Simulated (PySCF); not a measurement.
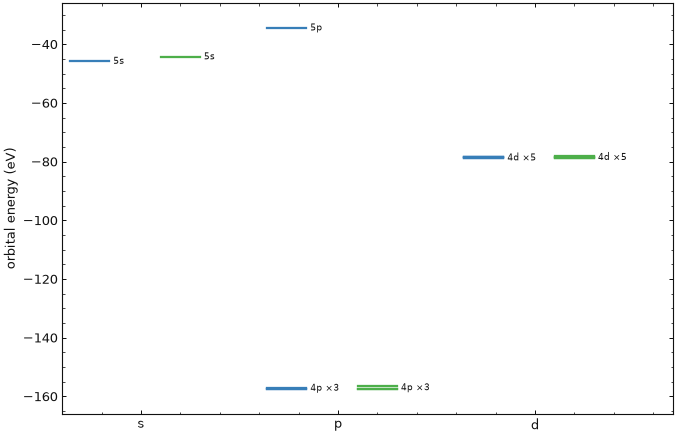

**Figure 1.** Orbital energies of the mean field, from the top down to −157.4 eV, by angular momentum, α spin at the left of each column and β at the right; ×n counts the orbitals under one label. The highest filled orbital is 5p α at −34.5 eV, the lowest empty one p α at −29.7 eV.

Run report: Te³⁺, atomic calculation

Te³⁺, configuration 1s2 2s2 2p6 3s2 3p6 3d10 4s2 4p6 4d10 5s2 5p1, multiplicity 2. Computed at this level: unrestricted BHandHLYP, x2c-QZVPPall plus 1 even-tempered diffuse shell per l, spin-free X2C-1e, Gaussian nucleus (PySCF).

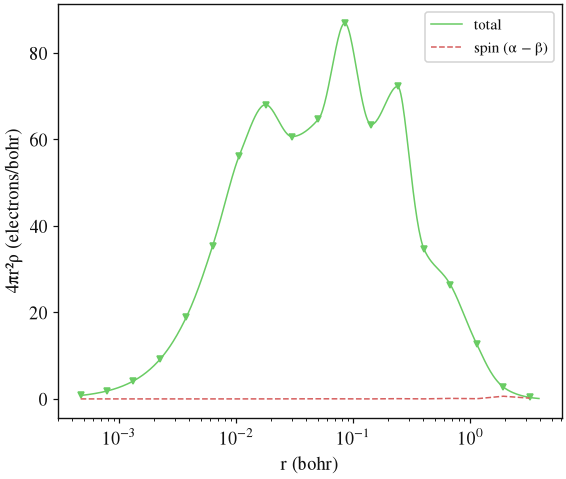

**Figure 2.** Spherically averaged radial density 4πr²ρ of the mean field and its spin part; markers are the stored points, which are sparse, and the line is a monotone interpolation between them. The largest stored value is 86.9 electrons/bohr at r = 0.085 bohr. Root-mean-square radii of the shells: 3p 0.344, 4s 0.813, 4p 0.876, 4d 1.04, 5s 2.05, 5p 2.37 bohr.

These pictures come from the run below.

## Input
```python
from pyscf import gto, scf, dft, mp, cc
import basis_set_exchange as bse
mol = gto.M(atom="Te 0 0 0", charge=3, spin=1, symmetry="D2h",
            basis=gto.basis.parse(bse.get_basis("x2c-QZVPPall", elements=["Te"], fmt="nwchem", augment_diffuse=1)),
            nucmod="G")
mf = dft.UKS(mol, xc="BHANDHLYP").sfx2c1e()
mf.irrep_nelec = {'Ag': (9, 9), 'B1g': (2, 2), 'B2g': (2, 2), 'B3g': (2, 2), 'B1u': (3, 3), 'B2u': (4, 3), 'B3u': (3, 3)}
mf.kernel()
```

The script is an equivalent of what the driver set up; the driver started from orbitals of its own, so the log can be shorter than this script's would be, and it computed the properties (radii, ⟨L²⟩, response) afterwards. It held the occupations shell by shell, which the script's counts by irreducible representation don't always enforce.

## Log (extracts)
```
damping factor = 0
level_shift factor = 0
DIIS = <class 'pyscf.scf.diis.CDIIS'>
diis_start_cycle = 1
diis_space = 10
diis_damp = 0
SCF conv_tol = 1e-09
SCF conv_tol_grad = None
number electrons alpha = 25  beta = 24
XC functionals = BHANDHLYP
    A. D. Becke.,  J. Chem. Phys. 98, 1372 (1993)
    Defined through Gaussian implementation.
cycle= 1 E= -6791.76387224546  delta_E= -0.0101  |g|= 0.0226  |ddm|= 0.293
cycle= 2 E= -6791.76396210101  delta_E= -8.99e-05  |g|= 0.0108  |ddm|= 0.0231
cycle= 3 E= -6791.76397267839  delta_E= -1.06e-05  |g|= 0.00317  |ddm|= 0.00915
cycle= 4 E= -6791.76397375458  delta_E= -1.08e-06  |g|= 0.000246  |ddm|= 0.00161
cycle= 5 E= -6791.76397378839  delta_E= -3.38e-08  |g|= 5.35e-05  |ddm|= 0.000422
cycle= 6 E= -6791.76397378932  delta_E= -9.35e-10  |g|= 4.7e-06  |ddm|= 6.1e-05
converged SCF energy = -6791.76397378932  <S^2> = 0.75263127  2S+1 = 2.0026295
```

## Results in brief

| quantity | value |
| --- | --- |
| outcome | converged |
| total energy | −6791.7640 hartree |
| ⟨S²⟩ | 0.753 |
| ⟨L²⟩ | 2.01 |
| static polarisability | 10.7 bohr³ |
| C₆ of the like pair | 56.8 hartree bohr⁶ |
| SCF iterations | 6 |
| hardware | 1 CPU thread, shared host |
| CPU time | 2 min (integrals apart) |

## Remarks

Radii and densities are those of the two-component orbitals, without the picture-change correction, so the innermost s shells come out slightly too small (about 1 % for 1s near Z = 40, more for heavier atoms).
